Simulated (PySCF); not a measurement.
# C2H5AlCl2 (ethylaluminum dichloride): the cost of one run

Programs: PySCF 2.14.0, with routines of our own; each step states its level. All values are computed. Atoms count from 0.

## 1. The system as given

10 atoms, charge 0, multiplicity 1; geometry from: GFN2-xTB.

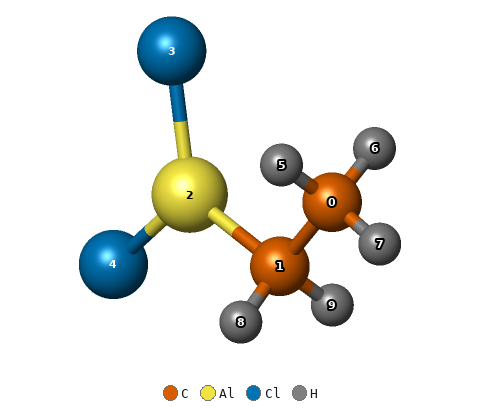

The starting geometry (carbon orange, aluminium yellow, chlorine blue, hydrogen grey); sticks join atoms by distance alone.

## 2. Magnetic properties: GIAO PBE0/aug-pcSseg-1

Job settings and geometry (Å):

```
{"job": {"kind": "mag", "xc": "PBE0", "basis": "aug-pcSseg-1", "isotopologues": 2}, "charge": 0, "multiplicity": 1}
C     -1.284810     0.412323     0.128396
C     -0.215852    -0.551516    -0.400665
Al     1.649097    -0.055378     0.151938
Cl     2.009215     1.598815     1.281657
Cl     3.233190    -1.201961    -0.413483
H     -1.100221     1.425641    -0.223676
H     -1.280446     0.434838     1.216501
H     -2.278644     0.110378    -0.202586
H     -0.277392    -0.597589    -1.495274
H     -0.445255    -1.570897    -0.065337
```

Method: GIAO PBE0/aug-pcSseg-1 magnetisability, rotational g tensor and spin-rotation constants, non-relativistic, gas phase.

Launch:

```console
$ OMP_NUM_THREADS=1 python excited_run.py task.json out
```

This one command runs all jobs of the session in turn.

**Question.** How long does this first job take on 1 thread of Arm Neoverse V2, shared host, and how much memory does it need?

About 21 s, with a peak of 0.81 GiB.
